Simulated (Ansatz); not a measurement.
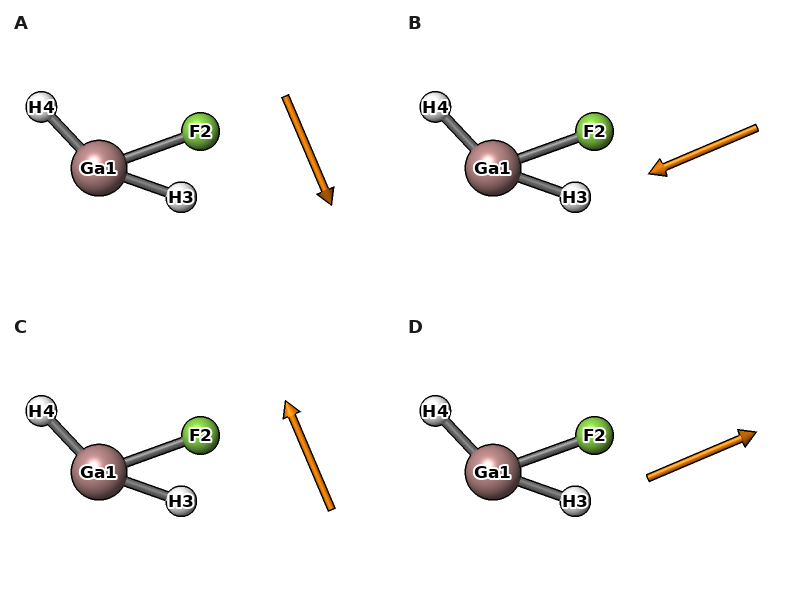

The same molecule four times, each with an arrow. The geometry was computed by a saddle-point search with PBE0-D4/def2-TZVP. Properties computed with RKS PBE0-D4/def2-TZVP (Ansatz 0.2.0).

Question: Which arrow points along the dipole moment, from the negative to the positive end?

Answer: B. The dipole moment is 2.26 D; it points from the side of F2 to the side of H4 (the outermost atoms at the two ends).
